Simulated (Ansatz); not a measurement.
Consider Cl$_{3}$H$_{3}$SiZr···HCl.

Input

```
crystal:
  periodic: [false, false, false]
  atoms:
    - { symbol: Zr, position_ang: [0.0, 0.0, 0.0] }
    - { symbol: Cl, position_ang: [0.0, 0.0, 2.87] }
    - { symbol: Cl, position_ang: [2.3764, 0.0, -0.8392] }
    - { symbol: Cl, position_ang: [-1.1869, 2.0563, -0.8392] }
    - { symbol: Cl, position_ang: [-1.1869, -2.0563, -0.8392] }
    - { symbol: Si, position_ang: [-2.7615, 0.0, 0.9176] }
    - { symbol: H, position_ang: [-3.5495, -0.9102, 0.0916] }
    - { symbol: H, position_ang: [-2.8127, -0.4389, 2.3091] }
    - { symbol: H, position_ang: [-3.3098, 1.3491, 0.813] }
    - { symbol: H, position_ang: [-1.5936, 0.0, 2.2944] }
basis:
  gaussian: { orbitals: def2-SVP }
hamiltonian:
  xc: b3lyp
  dispersion: d4
relax:
  f_tol: 0.15
  max_steps: 25
  restrain:
    - { distance: [0, 5], at: 2.61, k: 30.0 }
    - { distance: [9, 1], at: 1.37, k: 30.0 }
    - { distance: [0, 1], at: 3.72, k: 30.0 }
    - { distance: [9, 5], at: 2.66, k: 30.0 }
output:
  orbitals: {}
```

Run with:

```sh
ansatz run input.yaml --threads 4 --pin off --max-ram 5120MiB --backend cpu --events-out ev --progress --plain --runs-dir out
```

The fields are those of the run's last geometry, not of the input's.

Core potentials replace the inner electrons of Zr; not at a stationary point (largest force 1.1 eV/Å).

Level of theory: RKS B3LYP-D4/def2-SVP in Ansatz 0.2.0.

### What will maps of the electron density and electron localisation function show?

Zr–Cl (2.35 Å): ρ at the midpoint is about 0.57 e/Å³; the ELF peaks at about 0.85 in the valence shell of Cl, 0.9 Å from its nucleus, and is about 0.30 at the midpoint.
Zr–Si (2.64 Å): the density is about 0.51 e/Å³ at the midpoint; the ELF peaks at about 0.95 in the valence shell of Si, 1.1 Å from its nucleus, and is about 0.85 at the midpoint.
Si–H (1.50 Å): ρ at the midpoint is about 0.74 e/Å³; the ELF climbs to about 1 towards the hydrogen, as it does in any bond to H.

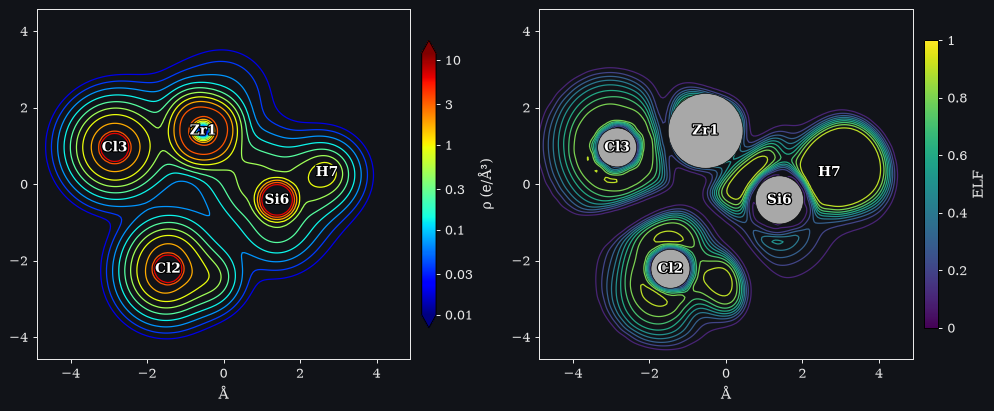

Computed electron density and electron localisation function on the plane of atoms Cl3, Zr1 and Si6, in this order. Grey discs cover the atomic cores in the ELF map. 
